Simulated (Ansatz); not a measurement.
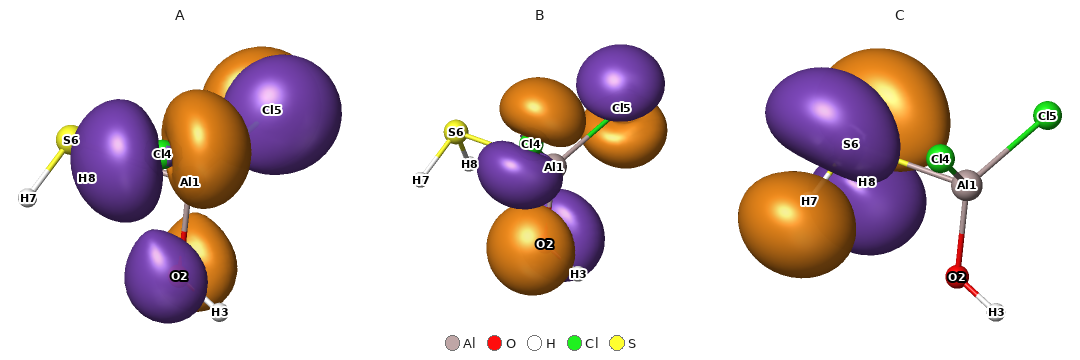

Figure 1: AlCl2H3OS. Three frontier orbitals at ±0.1 Å⁻³ᐟ² (orange and purple are the two phases), in no order.

Level of theory: RKS PBE-D4/6-31G* (Ansatz 0.2.0).

Input file:

```
crystal:
  periodic: [false, false, false]
  atoms:
    - { symbol: Al, position_ang: [-0.086343, -0.206706, 0.0398] }
    - { symbol: O, position_ang: [-0.125812, -0.420449, 1.785157] }
    - { symbol: H, position_ang: [-1.030704, -0.489125, 2.146456] }
    - { symbol: Cl, position_ang: [1.789308, -0.345511, -0.895585] }
    - { symbol: Cl, position_ang: [-1.857146, -0.177311, -1.090906] }
    - { symbol: S, position_ang: [0.551436, 2.886543, 1.42725] }
    - { symbol: H, position_ang: [1.891007, 2.680222, 1.317877] }
    - { symbol: H, position_ang: [0.383254, 1.703337, 2.13095] }
basis:
  gaussian: { orbitals: "6-31G*" }
hamiltonian:
  xc: pbe
  dispersion: d4
relax:
  f_tol: 0.03
  max_steps: 50
output:
  orbitals: {}
```

Launched as:

```sh
ansatz run input.yaml --threads 2 --pin off --max-ram 3072MiB --backend cpu --events-out ev --progress --plain --runs-dir out
```

The fields are those of the run's last geometry, not of the input's.

Order the three orbitals by energy and name them.

Answer. A is the HOMO−1 (−7.31 eV). It lies mainly on Cl4 (about 40 %), Cl5 (about 40 %) and O2 (about 15 %); largely a combination of lone pairs on Cl4, Cl5 and O2. B is the HOMO (−6.78 eV). Its weight (Hirshfeld) is mainly on O2 (about 50 %), Cl4 (about 20 %) and Cl5 (about 20 %); largely a combination of lone pairs on O2, Cl4 and Cl5. C is the LUMO (−1.84 eV). Its weight (Hirshfeld) is mainly on S6 (about 55 %), H7 (about 20 %) and H8 (about 20 %).

What is the HOMO–LUMO gap?

Answer. 4.94 eV between the orbital energies.
